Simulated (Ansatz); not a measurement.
The calculation's input:

```
crystal:
  periodic: [false, false, false]
  atoms:
    - {symbol: C, position_ang: [0.347594, 0.544899, 0.247150]}
    - {symbol: B, position_ang: [0.579517, -0.186164, -0.899294]}
    - {symbol: Si, position_ang: [0.006071, -0.761124, 1.517844]}
    - {symbol: H, position_ang: [-0.065445, -2.087535, 0.827730]}
    - {symbol: H, position_ang: [1.028581, -0.849544, 2.612354]}
    - {symbol: H, position_ang: [0.397983, 1.591587, 0.517647]}
    - {symbol: H, position_ang: [0.736157, -0.907300, -1.812309]}
basis:
  gaussian:
    orbitals: def2-TZVPD
hamiltonian:
  xc: {name: PBE0}
output: {forces: true, orbitals: {seedname: orbitals}}
magnetization:
  spin_polarized: true
  initial_magnetization: 1
```

Run with:

```sh
ansatz run input.yaml --threads 1 --pin off --max-ram 2610MiB --events-out events.jsonl --progress --plain --runs-dir runs
```

Geometry: B3LYP/6-31G*.

The calculation used Ansatz, isolated molecule in a Gaussian basis; Kohn-Sham density functional theory, functional PBE0.

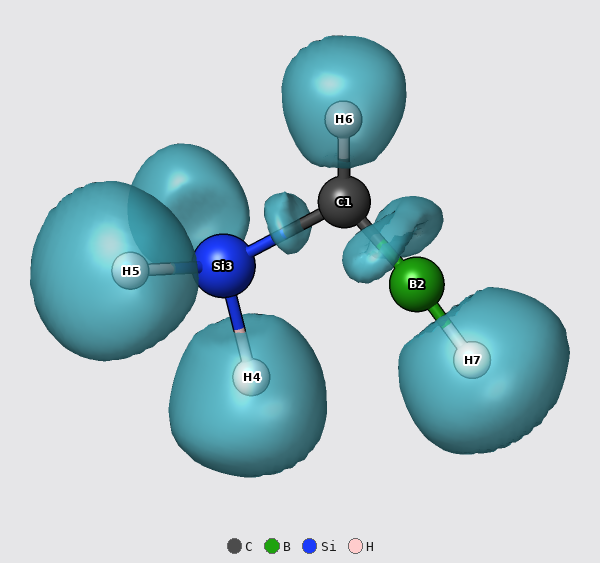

CH$_{4}$BSi (doublet). Isosurface of the ELF at 0.85 (cyan), seen at a tilt. Core shells and regions of very low density are left out.

**Describe the localisation domains.**

At this value the surface marks out one region between bonded B–C atoms (shared pairs), one region between bonded C–Si atoms (shared pairs), four regions around hydrogen nuclei and one lobe on Si, pointing away from the bonds (non-bonding electrons). Profiles from the grid: C–B (1.38 Å): the ELF peaks at about 0.90 between the atoms (localised, covalent bonding). C–Si (1.85 Å): the ELF peaks at about 0.90 between the atoms; a covalent bond.
